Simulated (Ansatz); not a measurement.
# Redistribution: C2H6 + CHCl2I → CH3Cl + C2H4ClI

Species: C2H6 (ethane) `CC`, singlet; CHCl2I (dichloroiodomethane) `ClC(Cl)I`, singlet; CH3Cl (chloromethane) `CCl`, singlet; C2H4ClI `CC(Cl)I`, singlet. The partners trade CH3 for Cl; both sit on C, so the bond types are kept.

Shapes, held fixed at every level: PBE0-D4/def2-TZVP. Programs: Ansatz 0.2.0. The zero-point and thermal change to 298 K, harmonic and unscaled (PBE0-D4/def2-TZVP), is +1.4 kJ/mol.

| level | kind | ΔH(298 K) (kJ/mol) | less CCSD(T)/def2-TZVPP |
| --- | --- | --- | --- |
| PBE-D4/def2-TZVPP | GGA | -24.7 | +8.8 |
| r2SCAN-D4/def2-TZVPP | meta-GGA | -29.6 | +3.9 |
| B3LYP-D4/def2-TZVPP | global hybrid | -29.1 | +4.4 |
| r2SCAN0-D4/def2-TZVPP | global hybrid | -33.0 | +0.5 |
| MP2/def2-SVP | perturbation theory | -29.4 | +4.1 |
| MP2/def2-TZVPP | perturbation theory | -31.9 | +1.6 |
| CCSD(T)/def2-SVP | coupled cluster or CI | -30.7 | +2.8 |
| CCSD(T)/def2-TZVPP | coupled cluster or CI | -33.5 | 0.0 |

The highest level, CCSD(T)/def2-TZVPP, gives ΔH(298 K) = -33.5 kJ/mol; the levels span -33.5 to -24.7. The column of differences is taken from that level and isn't an error. No measured value is set beside it here. For atoms past krypton def2 sets carry core potentials with scalar relativity. Outer-core shells of I are correlated in most correlated rows, in sets that cover them unevenly.

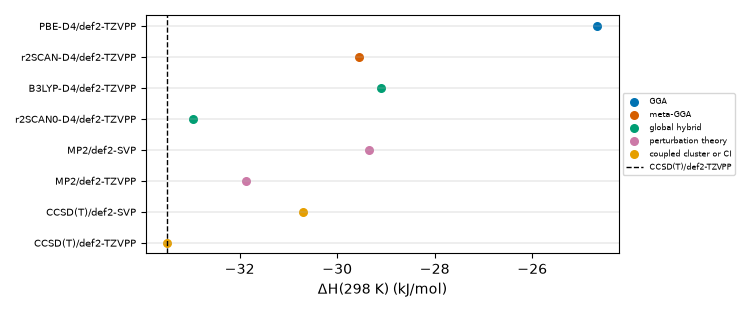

The values of the table, level by level.
